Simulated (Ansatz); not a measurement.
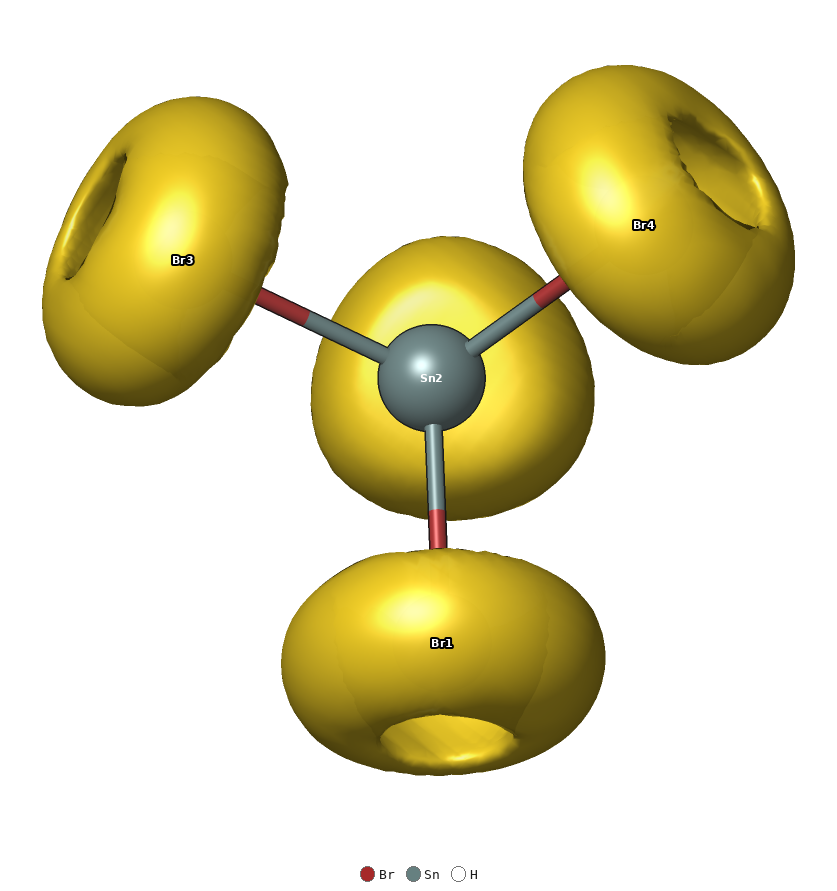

Br3HSn (SMILES [Br][SnH]([Br])[Br]). Isosurface of the electron localisation function at 0.8 (yellow), seen across its widest extent. Core shells and regions of very low density are left out.

Geometry: PBE0-D4/def2-TZVP; core potentials replace the inner electrons of Sn.

Level of theory: RKS PBE0-D4/def2-TZVPP (Ansatz).

The calculation's input:

```
crystal:
  periodic: [false, false, false]
  atoms:
    - {symbol: Br, position_ang: [-1.501817, 0.519248, 1.770709]}
    - {symbol: Sn, position_ang: [0.136059, 0.118925, -0.012346]}
    - {symbol: Br, position_ang: [1.188982, -2.060141, 0.394299]}
    - {symbol: Br, position_ang: [-1.072494, -0.003785, -2.144656]}
    - {symbol: H, position_ang: [1.299170, 1.352153, -0.049406]}
basis:
  gaussian: {orbitals: def2-TZVPP}
hamiltonian: {xc: pbe0, dispersion: d4}
output: {orbitals: {seedname: orbitals}}
```

Run with:

```sh
ansatz run in.yaml --threads 4 --pin off --events-out ev --progress --plain --max-ram 10444MiB
```

Where are the electrons localised?

The surface consists of one region around a hydrogen nucleus and three rings or bowls of non-bonding electrons around Br.

Values along the shortest contacts:
Sn–Br (2.45 Å): the ELF peaks at about 0.75 in the valence shell of Br, 1.0 Å from its nucleus, and drops to about 0.20 between the two atoms. Sn–H (1.70 Å): the ELF climbs to about 1 towards the hydrogen.
